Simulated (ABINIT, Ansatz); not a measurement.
# A GW chain in ABINIT: AlTlO2 (Fd-3m), part 3 of 3

Wanted: ground state, empty states, screening and self-energy for AlTlO2 (Fd-3m).

ABINIT 10.8.3; LDA and many-body steps on it, plane waves. Known limits of the many-body steps: not at the basis limit; no spin-orbit coupling; coarse k mesh.

So far. Step 4 (Empty states on the mesh, 2×2×2 mesh, 110 bands): On this mesh the gap is 2.489 eV. The earlier step found 2.269 eV, so this mesh misses an edge. Step 5 (Screening, 2×2×2 mesh, 100 bands, screening to 98 eV): Local fields lower ε∞ by 10 %. On a Γ-centred mesh this coarse the value itself is usually too large, while a short band sum pulls it down.

## 6. Self-energy, 2×2×2 mesh, 100 bands, screening to 98 eV

The self-energy is evaluated for the states that the input lists, and the levels follow from it, in one-shot runs by the linearised quasiparticle equation.

This step: G0W0 on LDA, plane waves, norm-conserving pseudopotentials.

Contents of run.abi:

```
acell 3*1.0 Angstrom
rprim 
  0.000000000000 4.042720000000 4.042720000000
  4.042720000000 0.000000000000 4.042720000000
  4.042720000000 4.042720000000 -0.000000000000
ntypat 3
znucl 13 81 8
natom 8
typat 1 1 2 2 3 3 3 3
xred 
  0.250000000000 0.250000000000 0.250000000000
  0.000000000000 -0.000000000000 0.000000000000
  0.750000000000 0.750000000000 0.750000000000
  0.500000000000 0.500000000000 0.500000000000
  0.125000000000 0.125000000000 0.125000000000
  0.625000000000 0.125000000000 0.125000000000
  0.125000000000 0.625000000000 0.125000000000
  0.125000000000 0.125000000000 0.625000000000
pp_dirpath "pseudos"
pseudos "Al.upf, Tl.upf, O.upf"
ecut 42
ngkpt 2 2 2
nshiftk 1
shiftk 0 0 0
kptopt 1
chksymbreak 0
istwfk *1
occopt 1
irdwfk 1
optdriver 4
nband 100
gwcalctyp 0
ecutsigx 42
symsigma 1
nkptgw 2
kptgw 
  0.5000000000 0.0000000000 0.0000000000
  0.0000000000 0.0000000000 0.0000000000
bdgw 
  34 39
  34 39
ecuteps 3.6
irdscr 1
ppmodel 1
indata_prefix "in"
outdata_prefix "out"
tmpdata_prefix "tmp"
```

Launch:

```
$ OMP_NUM_THREADS=1 mpirun -n 4 abinit run.abi > log
```

Numbers of over 12 decimals in the logs are rounded to 6 here.

The program printed:

```text
.Version 10.8.3 of ABINIT. v10.8.2 released Aug 2026.

 Symmetries : space group Fd -3 m (#227); Bravais cF (face-center cubic)
[... echo of the input left out ...]
== DATASET  1 ==================================================================
-   mpi_nproc: 4, omp_nthreads: 1 (-1 if OMP is not activated)

--- !DatasetInfo
iteration_state: {dtset: 1, }
dimensions: {natom: 8, nkpt: 3, mband: 100, nsppol: 1, nspinor: 1, nspden: 1, mpw: 11618, }
cutoff_energies: {ecut:  42.0, pawecutdg:  -1.0, }
electrons: {nelect:   7.20000000E+01, charge:   0.00000000E+00, occopt:   1.00000000E+00, tsmear:   1.00000000E-02, }

 SIGMA: Calculation of the GW corrections

 Based on a program developped by R.W. Godby, V. Olevano, G. Onida, and L. Reining.
 Incorporated in ABINIT by V. Olevano, G.-M. Rignanese, and M. Torrent.
.Using double precision arithmetic ; gwpc =  8

[... cell and pseudopotentials left out ...]
--------------------------------------------------------------------------------

 ==== K-mesh for the wavefunctions ====
 Number of points in the irreducible wedge :     3
[... list of points left out ...]
 Together with 48 symmetry operations and time-reversal symmetry
 yields     8 points in the full Brillouin Zone.

 ==== Q-mesh for screening function ====
 Number of points in the irreducible wedge :     3
[... list of points left out ...]
 Together with 48 symmetry operations and time-reversal symmetry
 yields     8 points in the full Brillouin Zone.

 vcoul_init : cutoff-mode = AUXILIARY_FUNCTION
 q-points for optical limit:   1
     1)      0.000010    0.000020    0.000030
 setmesh: FFT mesh size selected  =    64x   64x   64
          total number of points  =       262144

 Number of electrons calculated from density =   72.0000; Expected =   72.0000
 average of density, n =  0.080739
 r_s =    1.4353
 omega_plasma =   27.4093 [eV]

 === KS Band Gaps ===
  >>>> For spin  1
   Minimum direct gap =   2.4889 [eV], located at k-point      :   0.5000  0.0000  0.0000
   Fundamental gap    =   2.4889 [eV], Top of valence bands at :   0.5000  0.0000  0.0000
                                       Bottom of conduction at :   0.5000  0.0000  0.0000
 SIGMA fundamental parameters:
 PLASMON POLE MODEL  1
 number of plane-waves for SigmaX                11575
 number of plane-waves for SigmaC and W            283
 number of plane-waves for wavefunctions         11575
 number of bands                                   100
 number of independent spin polarizations            1
 number of spinorial components                      1
 number of k-points in IBZ                           3
 number of q-points in IBZ                           3
 number of symmetry operations                      48
 number of k-points in BZ                            8
 number of q-points in BZ                            8
 number of frequencies for dSigma/dE                 9
 frequency step for dSigma/dE [eV]                0.25
 number of omega for Sigma on real axis              0
 max omega for Sigma on real axis  [eV]           0.00
 zcut for avoiding poles [eV]                     0.10

 EPSILON^-1 parameters (SCR file):
 dimension of the eps^-1 matrix on file            283
 dimension of the eps^-1 matrix used               283
 number of plane-waves for wavefunctions         11575
 number of bands                                   100
 number of q-points in IBZ                           3
 number of frequencies                               2
 number of real frequencies                          1
 number of imag frequencies                          1

 matrix elements of self-energy operator (all in [eV])

 Perturbative Calculation

--- !SelfEnergy_ee
iteration_state: {dtset: 1, }
kpoint     : [   0.500,    0.000,    0.000, ]
spin       : 1
KS_gap     :    2.489
QP_gap     :    3.723
Delta_QP_KS:    1.234
data: !SigmaeeData |
     Band     E0 <VxcDFT>   SigX SigC(E0)      Z dSigC/dE  Sig(E)    E-E0       E
       34   3.401 -18.644 -23.724   5.131   0.760  -0.317 -18.605   0.039   3.440
       35   3.401 -18.644 -23.724   5.131   0.760  -0.317 -18.605   0.039   3.440
       36   4.073 -19.355 -24.325   5.156   0.758  -0.319 -19.214   0.141   4.214
       37   6.562 -10.762  -6.402  -2.722   0.840  -0.191  -9.387   1.375   7.937
       38   7.351 -12.348  -8.223  -2.271   0.824  -0.214 -10.820   1.528   8.879
       39   7.351 -12.348  -8.223  -2.271   0.824  -0.214 -10.820   1.528   8.879

--- !SelfEnergy_ee
iteration_state: {dtset: 1, }
kpoint     : [   0.000,    0.000,    0.000, ]
spin       : 1
KS_gap     :    2.507
QP_gap     :    3.756
Delta_QP_KS:    1.250
data: !SigmaeeData |
     Band     E0 <VxcDFT>   SigX SigC(E0)      Z dSigC/dE  Sig(E)    E-E0       E
       34   4.063 -19.326 -24.301   5.157   0.759  -0.318 -19.188   0.138   4.201
       35   4.063 -19.326 -24.301   5.157   0.759  -0.318 -19.188   0.138   4.201
       36   4.063 -19.326 -24.301   5.157   0.759  -0.318 -19.188   0.138   4.201
       37   6.570  -9.919  -5.506  -2.764   0.841  -0.189  -8.532   1.388   7.957
       38   6.570  -9.919  -5.506  -2.764   0.841  -0.189  -8.532   1.388   7.957
       39   6.570  -9.919  -5.506  -2.764   0.841  -0.189  -8.532   1.388   7.957

== END DATASET(S) ==============================================================
================================================================================

 -outvars: echo values of variables after computation  --------
           etotal      0.0000000000E+00
            nband         100
             nkpt           3
          spgroup         227
 [... the other variables as echoed above ...]

 Calculation completed.
```

Run time: 8.3 s. Hardware: 4 MPI ranks of Intel Xeon 6975P-C (Granite Rapids), shared host; peak memory 1.4 GiB; 33 s of CPU time.

Numbers from this step:

| Quantity | Value |
| --- | --- |
| G0W0 gap on the points computed | 3.723 eV |
| starting gap on the mesh | 2.489 eV |
| k of the valence top | 0.5, 0, 0 |
| k of the conduction bottom | 0.5, 0, 0 |
| Z at the valence top | 0.758 |
| Z at the conduction bottom | 0.84 |
| least direct G0W0 gap on the computed points | 3.723 eV |

The gap on the mesh goes from 2.49 eV to 3.72 eV, a correction of +1.23 eV. The start differs from the 2.27 eV found before because the two sample other k points.

Limits: finite bands, cutoff and mesh; no spin-orbit coupling; coarse k mesh. v1 is the top filled band, c1 the lowest empty one. Levels before and after the correction, in eV, zero at the valence-band top of each column:

```tsv
	conduction bottom	valence top
Kohn-Sham	2.49	0.00
G0W0	3.72	0.00
```

```tsv
	level	energy (eV)
Kohn-Sham	(0.5 0 0) v3-v2	-0.672
Kohn-Sham	(0.5 0 0) v1	0.000
Kohn-Sham	(0.5 0 0) c1	2.489
Kohn-Sham	(0.5 0 0) c2-c3	3.278
G0W0	(0.5 0 0) v3-v2	-0.774
G0W0	(0.5 0 0) v1	0.000
G0W0	(0.5 0 0) c1	3.723
G0W0	(0.5 0 0) c2-c3	4.665
```

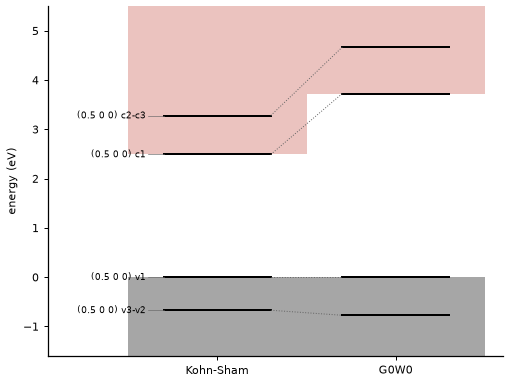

Levels before and after the correction. Shaded: valence and conduction bands.

## 7. Where the time went

Times are wall times on the hardware named with each run, good to a factor of about two.

```tsv
step	time	share	memory (GiB)
ground state	42 s	23 %	0.6
bands along the symmetry lines	54 s	30 %	0.63
empty states on the mesh	39 s	22 %	0.42
screening	35 s	20 %	2.1
self-energy	8.3 s	5 %	1.4
```

## 8. Results

```json
{
  "LDA gap": "2.15 eV, indirect",
  "G0W0 gap on the mesh": "3.72 eV",
  "G0W0 gap over the zone (rigid shift)": "3.38 eV",
  "GW settings": "2×2×2 mesh, 100 bands, screening to 98 eV, Godby-Needs plasmon pole",
  "known limits": "not at the basis limit; no spin-orbit coupling; coarse k mesh"
}
```

What this shows: G0W0 moves the gap on the mesh from 2.49 eV to 3.72 eV (+1.23 eV), with Z of 0.76 and 0.84 at the edges. The mesh misses the band edges by 0.34 eV in all; a rigid shift gives 3.38 eV for the zone. Local fields lower the RPA ε∞ on this mesh from 6.05 to 5.42; a Γ-centred mesh this coarse tends to raise both, most where the direct gap is narrow, while a short band sum lowers them. Only 2 of the mesh's irreducible points were corrected, so a valley elsewhere could overtake. Bands and cutoff are finite, so the gap is not at the basis limit. The miss can reach some tenths of an eV and take either sign; the mesh is an error of its own. In the G0W0 run levels were corrected at 2 k points alone, so a gap called «on the mesh» is the least over those, and an edge elsewhere would be missed. A denser mesh or path gives a starting gap of 2.15 eV: the GW mesh misses a band edge, so its gaps are not the fundamental one. The 2×2×2 mesh is coarse for this cell, which bears on the long-range parts of exchange and screening. Where an edge is built on 6p states of lead, bismuth or thallium, scalar-relativistic gaps usually stand too wide, by a few tenths to over one eV. The many-body steps are scalar-relativistic: spin-orbit coupling is not in them.

[Paths, hosts, dates, memory and timing lines, banners, echoed tables and standing remarks are left out of the program output.]

[Logs are printed without paths, hosts, clocks, repeated set-up lines and the standing remarks that a program may print on its own settings, such as how far it seeks lower states.]

[Runs of the session that timed out or met a known fault of the program may be left out.]

[Hosts, paths, dates, database ids (printed as entryN), source tags and the programs' standing remarks are cut or masked in the printed files.]

[G0W0 gaps are taken among the corrected bands and points alone; a level outside them can change the order at an edge.]

[Where Ansatz stands beside ABINIT at settings called matched, ABINIT's density can come from a denser mesh and the files from another edition; pairs whose starting gaps differed by over 0.03 eV were left out, so agreement reads better than it is.]
